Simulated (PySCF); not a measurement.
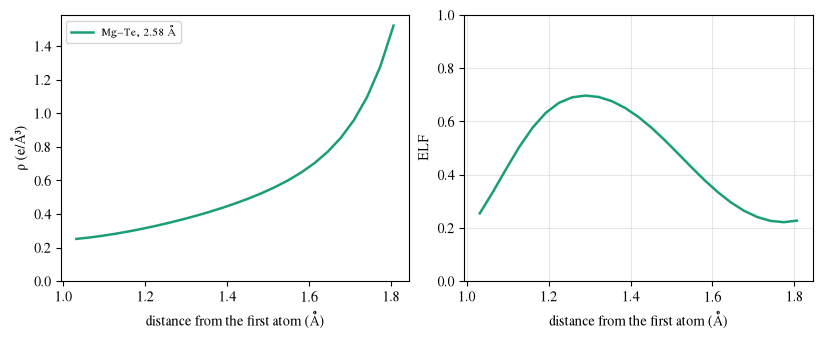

MgTe (charge −1, doublet). Electron density and ELF along straight lines between neighbouring atoms. The curves leave out the atomic cores.

Core potentials replace the inner electrons of Te.

The calculation used PBE0/def2-SVPD, non-relativistic Hamiltonian with scalar-relativistic core potentials where named, at a bond length of 2.580 Å (PySCF).

```csv
atom,x (Å),y (Å),z (Å)
Mg,0.0000,0.0000,-2.1779
Te,0.0000,0.0000,0.4021
```

**What can be read from the curves?**

Mg–Te (2.58 Å): the density is about 0.37 e/Å³ at the midpoint; the ELF peaks at about 0.70 in the valence shell of Te, 1.3 Å from its nucleus, and is about 0.70 at the midpoint.
